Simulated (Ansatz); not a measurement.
**BH3Br (doublet): one geometry, many settings at distance B1–H4 along a hydrogen transfer = 1.775 Å**

Aim: run BH3Br (doublet) at one geometry under a spread of methods and options, and see what each costs and gives.

The runs use Ansatz 0.2.0, Gaussian basis; the settings change from run to run.

8 further runs of the same task are left out: 1 for a known fault of the program, 5 that didn't finish, 2 set aside as unsound or not needed.

### 1 What is computed

The geometry derives from fragments relaxed apart (PBE0/def2-TZVP) and kept rigid, so it is no stationary point. A hydrogen atom is moved between rigid fragments. No spin-orbit coupling is included. The filled d shell of Br may be among the frozen orbitals whatever the setting's name suggests; the logs give the count.

5 atoms, charge 0, spin multiplicity 2.

Atoms are counted from 1 here; the program's logs count them from 0.

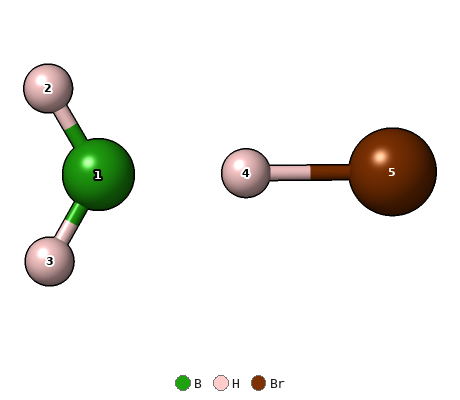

The structure; boron green, hydrogen pink, bromine brown; atoms are numbered from 1 in the order of the file.

### 2 CASCI(1,2)/STO-3G

The input, in.yaml:

```yaml
crystal:
  periodic: [false, false, false]
  atoms:
    - {symbol: B, position_ang: [-3.021231, 0.000000, 0.000000]}
    - {symbol: H, position_ang: [-3.617964, 1.033571, 0.000000]}
    - {symbol: H, position_ang: [-3.617964, -1.033571, 0.000000]}
    - {symbol: H, position_ang: [-1.246231, 0.000000, 0.000000]}
    - {symbol: Br, position_ang: [0.515769, 0.000000, 0.000000]}
basis:
  gaussian: {orbitals: STO-3G}
magnetization: {spin_polarized: false, initial_magnetization: 1}
hamiltonian: {pseudopotentials: {relativity: none}}
correlation: {active_space: {window: {electrons: 1, orbitals: 2}, fixed_orbitals: true, states: [{multiplicity: 2, weights: [1, 1]}]}}
accuracy: high
```

On the command line:

```bash
ansatz run in.yaml --threads 1 --pin off --events-out ev --progress --plain --max-ram 2393MiB
```

Output:

```text
Functional definition: HF
  name "HF"
  cite "Fock, Z. Phys. 61, 126 (1930) doi:10.1007/BF01340294"
  parent pbe
  exchange = exact_x
  correlation = 0
331 factors; integrals over basis functions are off by at most 3.8e-8 eV
mean field evaluation 1: about -69947.3606 eV, gradient 1.4e1 eV
mean field evaluation 2: about -69947.3885 eV, gradient 1.4e1 eV
mean field evaluation 4: about -69949.6884 eV, gradient 1.3e0 eV
mean field evaluation 8: about -69949.7223 eV, gradient 2.5e-2 eV
mean field evaluation 16: about -69945.1955 eV, gradient 2.1e1 eV
mean field evaluation 32: about -69947.9932 eV, gradient 9.6e-7 eV
mean field evaluation 64: about -69947.9932 eV, gradient 5.4e-2 eV
mean field -69949.72228130 eV, -2570.6048802130 hartree, gradient 3.3e-8 eV, S^2 0.750000; 8 other end points of the search recorded, 0 dependent functions left out
reference -69949.72228130 eV, -2570.6048802130 hartree; 22, 21 occupied and 4, 5 virtual orbitals, 331 factors
state -69949.72228130 eV, -2570.6048802130 hartree
state -69946.58034336 eV, -2570.4894161236 hartree
Total energy: -69948.15131233 eV, -2570.5471481683 hartree
```

It took 0.57 s on 1 thread of Intel Xeon 6975P-C, shared host.

From the report: 1 determinant; active occupations (of the averaged states) 0.50, 0.50.

### 3 CISD/STO-3G

in.yaml: that of step 2 with these lines changed.

```diff
@@ -11,4 +11,3 @@
 magnetization: {spin_polarized: false, initial_magnetization: 1}
-hamiltonian: {pseudopotentials: {relativity: none}}
-correlation: {active_space: {window: {electrons: 1, orbitals: 2}, fixed_orbitals: true, states: [{multiplicity: 2, weights: [1, 1]}]}}
+correlation: {active_space: {ras: {orbitals: [6, 1, 4], electrons: 13, max_holes: 2, max_particles: 2}, fixed_orbitals: true}}
 accuracy: high
```

Same command.

Output:

```text
Functional definition: HF
  name "HF"
  cite "Fock, Z. Phys. 61, 126 (1930) doi:10.1007/BF01340294"
  parent pbe
  exchange = exact_x
  correlation = 0
331 factors; integrals over basis functions are off by at most 3.8e-8 eV
mean field evaluation 1: about -69947.3606 eV, gradient 1.4e1 eV
mean field evaluation 2: about -69947.3885 eV, gradient 1.4e1 eV
mean field evaluation 4: about -69949.6884 eV, gradient 1.3e0 eV
mean field evaluation 8: about -69949.7223 eV, gradient 2.5e-2 eV
mean field evaluation 16: about -69945.1955 eV, gradient 2.1e1 eV
mean field evaluation 32: about -69947.9932 eV, gradient 9.6e-7 eV
mean field evaluation 64: about -69947.9932 eV, gradient 5.4e-2 eV
mean field -69949.72228130 eV, -2570.6048802130 hartree, gradient 3.3e-8 eV, S^2 0.750000; 8 other end points of the search recorded, 0 dependent functions left out
reference -69949.72228130 eV, -2570.6048802130 hartree; 22, 21 occupied and 4, 5 virtual orbitals, 331 factors
state -69951.80296626 eV, -2570.6813439752 hartree
Total energy: -69951.80296626 eV, -2570.6813439752 hartree
```

Wall time 0.63 s (1 thread of Intel Xeon 6975P-C, shared host).

From the report: 465 determinants.

### 4 NEVPT2(5,5)/STO-3G

in.yaml: that of step 3 with these lines changed.

```diff
@@ -11,3 +11,2 @@
 magnetization: {spin_polarized: false, initial_magnetization: 1}
-correlation: {active_space: {ras: {orbitals: [6, 1, 4], electrons: 13, max_holes: 2, max_particles: 2}, fixed_orbitals: true}}
-accuracy: high
+correlation: {method: sc_nevpt2, electrons: valence, active_space: {window: {electrons: 5, orbitals: 5}}}
```

Launched as before.

Output, cut to the lines that bear on the results:

```text
Functional definition: HF
  name "HF"
  cite "Fock, Z. Phys. 61, 126 (1930) doi:10.1007/BF01340294"
  parent pbe
[...]
274 factors; integrals over basis functions are off by at most 3.1e-5 eV
[...]
mean field -69949.72221390 eV, -2570.6048777363 hartree, gradient 2.1e-6 eV, S^2 0.750000; 8 other end points of the search recorded, 0 dependent functions left out
reference -69949.72221390 eV, -2570.6048777363 hartree; 22, 21 occupied and 4, 5 virtual orbitals, 274 factors
state -69951.22692432 eV, -2570.6601748240 hartree
state -69951.22692432 eV, -2570.6601748240 hartree; corrected -69951.67461599 eV, -2570.6766271895 hartree
state -69950.92469591 eV, -2570.6490681351 hartree
state -69950.92469591 eV, -2570.6490681351 hartree; corrected -69951.57493927 eV, -2570.6729641377 hartree
state -69951.22692432 eV, -2570.6601748240 hartree; corrected -69951.67461599 eV, -2570.6766271895 hartree
Total energy: -69951.67461599 eV, -2570.6766271895 hartree
```

It took 1.4 s on 1 thread of Intel Xeon 6975P-C, shared host.

From the report: 100 determinants; active occupations 1.98, 1.93, 1.00, 0.07, 0.02.

### 5 CISD/cc-pVDZ

in.yaml: that of step 4 with these lines changed.

```diff
@@ -9,4 +9,6 @@
 basis:
-  gaussian: {orbitals: STO-3G}
+  gaussian: {orbitals: cc-pVDZ}
 magnetization: {spin_polarized: false, initial_magnetization: 1}
-correlation: {method: sc_nevpt2, electrons: valence, active_space: {window: {electrons: 5, orbitals: 5}}}
+correlation: {active_space: {ras: {orbitals: [6, 1, 34], electrons: 13, max_holes: 2, max_particles: 2}, fixed_orbitals: true}}
+scf: {lower_state_search: light}
+output: {forces: true}
```

Launched as before.

Output, cut to the lines that bear on the results:

```text
Functional definition: HF
  name "HF"
  cite "Fock, Z. Phys. 61, 126 (1930) doi:10.1007/BF01340294"
  parent pbe
[...]
579 factors; integrals over basis functions are off by at most 1.7e-3 eV
[...]
mean field -70714.15284423 eV, -2598.6971852513 hartree, gradient 1.1e-6 eV, S^2 0.750000; 6 other end points of the search recorded, 0 dependent functions left out
reference -70714.15284423 eV, -2598.6971852513 hartree; 22, 21 occupied and 34, 35 virtual orbitals, 579 factors
state -70720.22828692 eV, -2598.9204536517 hartree
[...]
Total energy: -70720.22828692 eV, -2598.9204536517 hartree
Atom 0 at    -3.021231     0.000000     0.000000 Å, force     0.825122     0.000000    -0.000000 eV/Å
Atom 1 at    -3.617964     1.033571     0.000000 Å, force     0.377721     0.417565    -0.000000 eV/Å
Atom 2 at    -3.617964    -1.033571     0.000000 Å, force     0.377721    -0.417565     0.000000 eV/Å
Atom 3 at    -1.246231     0.000000     0.000000 Å, force     0.222718    -0.000000     0.000000 eV/Å
Atom 4 at     0.515769     0.000000     0.000000 Å, force    -1.803283     0.000000    -0.000000 eV/Å
Dipole moment:    -0.669303    -0.000000     0.000000 e Å
```

Run time: 6 s. Hardware: 1 thread of Intel Xeon 6975P-C, shared host.

From the report: 29,323 determinants.

### 6 The runs in one table

Where basis and cores are those of an earlier UCCSDT(Q)/cc-pVDZ run (-70720.9455 eV), and the state is the same kind, the miss against it is given.

| level | correlated | functions | energy (eV) | from UCCSDT(Q) (meV) | time |
| --- | --- | --- | --- | --- | --- |
| CASCI(1,2)/STO-3G (mean of several states) |  | 26 | -69948.1513 |  | 0.57 s |
| CISD/STO-3G | outside noble gas | 26 | -69951.8030 |  | 0.63 s |
| NEVPT2(5,5)/STO-3G | valence | 26 | -69951.6746 |  | 1.4 s |
| CISD/cc-pVDZ | outside noble gas | 56 | -70720.2283 | 717.2 | 6 s |

### 7 Summary of results

```
quantity                                               value
    runs                                                   4
quickest  CASCI(1,2)/STO-3G (mean of several states), 0.57 s
 slowest                                   CISD/cc-pVDZ, 6 s
```

**Reading.** Total energies in different bases, with other cores or another treatment of relativity can't be set against each other. CISD/cc-pVDZ took 11 times as long as CASCI(1,2)/STO-3G (mean of several states); the jobs differ in more than the method.
